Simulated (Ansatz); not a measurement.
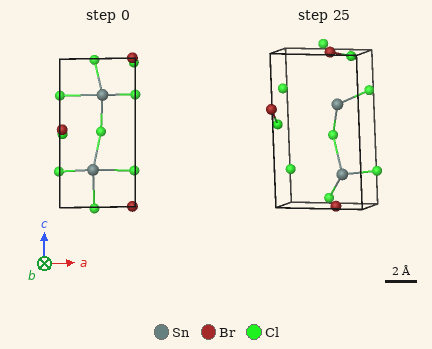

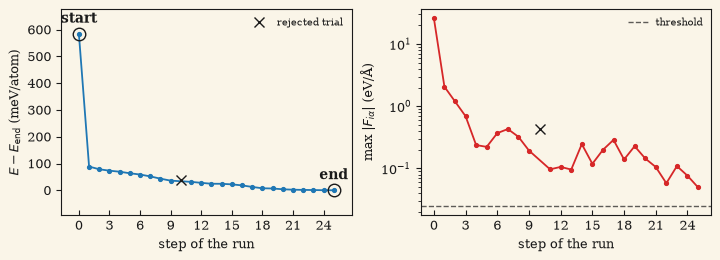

First and last geometry of a relaxation of crystalline SnBrCl3 (a generated structure, set up in P1) (coarse preliminary run), with the history of the run. The picture is a ball-and-stick view of the cell of the calculation, seen along the b axis.

All numbers below come from DFT PBE, scalar-relativistic, plane waves, PAW in Ansatz. Set-up: plane-wave cutoff 420 eV; k-point mesh 4 × 2 × 2; occupations gaussian; smearing width 0.1 eV; no spin polarisation; cell and atoms relaxed; force threshold 0.025 eV/Å; at most 60 steps.

Q: Read the history and describe the run.

A: The run was cut off at its time limit before the relaxation converged, so the last structure is only a point on the way. The largest move relative to the cell is that of a Br atom, 1.60 Å along −a. Largest moves by element: Br 1.60 Å, Sn 1.48 Å, Cl 1.04 Å. The volume changes by +5.5 %, with a 4.895 → 5.628 Å (+15.0 %), b 8.061 → 7.353 Å (−8.8 %), c 9.642 → 10.006 Å (+3.8 %), α 91.0° → 85.9°, β 89.2° → 93.2°, γ 91.2° → 77.0°. Some distances before and after: Cl–Sn 2.538 → 4.559 Å, Br–Cl 3.975 → 2.411 Å, Br–Cl 3.857 → 2.424 Å, Cl–Sn 4.055 → 2.678 Å. New bonds form: Br–Cl (3.86 → 2.42 Å), Br–Cl (3.98 → 2.41 Å), Cl–Sn (4.05 → 2.68 Å), Cl–Sn (4.12 → 2.84 Å). Bonds break: Cl–Sn (2.54 → 4.56 Å), Cl–Sn (2.56 → 3.39 Å). Among the angles between lasting bonds that change: Cl–Sn–Cl 76.4° → 93.9°, Cl–Sn–Cl 85.0° → 92.9°. The space group stays P1 (No. 1). Over 24 accepted moves (25 points after the start) the energy falls by 584 meV per atom. The largest force component goes from 26 to 0.05 eV/Å. Pressure: 8.37 GPa at the start and −0.01 GPa at the end. The line search rejected the trial step at point 10 of the run.
